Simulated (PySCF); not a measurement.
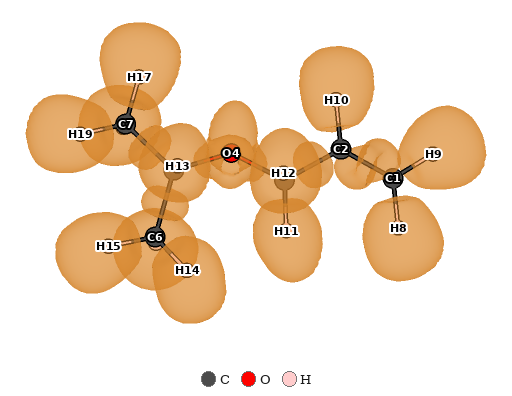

C6H12O (isopropyl allyl ether). Isosurface of the electron localisation function at 0.75 (orange), seen at a tilt. Core shells and regions of very low density are left out.

Geometry: GFN2-xTB.

The calculation used PBE0/def2-SVPD, SCF density, gas phase (PySCF 2.14.0).

```xyz
19

C     3.2542   -0.3334    1.1563
C     2.3979    0.0331    0.2226
C     0.9677    0.3942    0.4794
O     0.1810   -0.1215   -0.5696
C    -1.1668    0.3117   -0.5899
C    -2.0027   -0.3271    0.5230
C    -1.7202   -0.0601   -1.9624
H     2.9690   -0.4034    2.1934
H     4.2788   -0.5685    0.9266
H     2.6889    0.0945   -0.8161
H     0.6461    0.0020    1.4551
H     0.8689    1.4960    0.5090
H    -1.1922    1.4103   -0.4691
H    -1.6779    0.0123    1.5038
H    -3.0481   -0.0593    0.3962
H    -1.9051   -1.4091    0.4768
H    -1.1282    0.4113   -2.7418
H    -1.6679   -1.1371   -2.0952
H    -2.7532    0.2637   -2.0524
```

Q: Identify the bonds, lone pairs and shells in this picture.

A: The surface consists of four regions between bonded C–C atoms (shared pairs), twelve regions around hydrogen nuclei and one region on O in which the atom's valence shell and bonds are merged. Along the contacts the grid gives the following. C–C (1.32 Å): the ELF peaks at about 0.90 between the atoms; a short, multiple covalent bond. C–O (1.41 Å): the ELF peaks at about 0.90 between the atoms; a polar covalent bond.
